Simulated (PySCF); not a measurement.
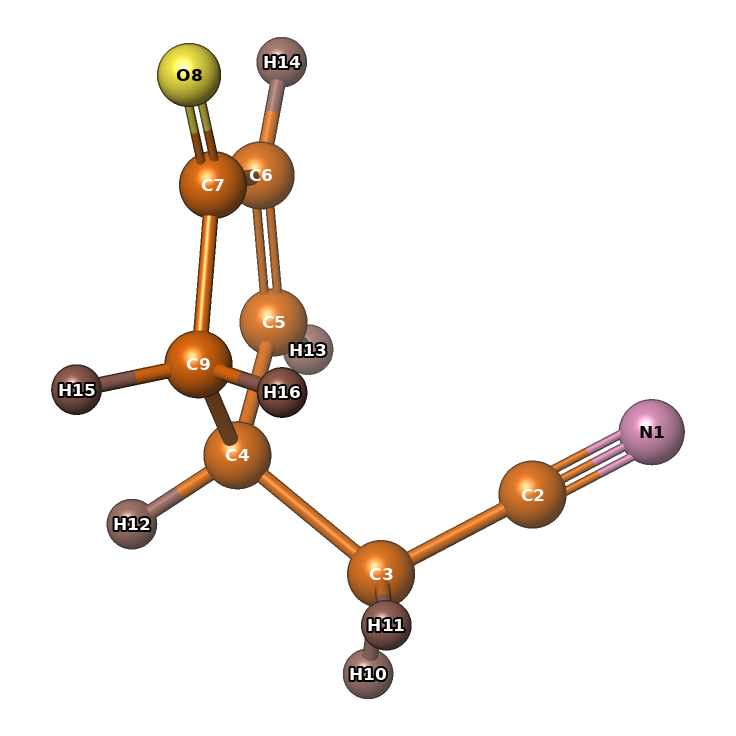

C6 lies behind C7. The molecule seen a little off the C7–C6 bond, C7 in front. Distant atoms are faded towards the background colour. Geometry: an image of a reaction path computed with GFN2-xTB, not a minimum.

### What is the torsion angle O8–C7–C6–C5? The sign is positive where the front bond must turn clockwise to cover the back bond.

−179°, antiperiplanar (anti).
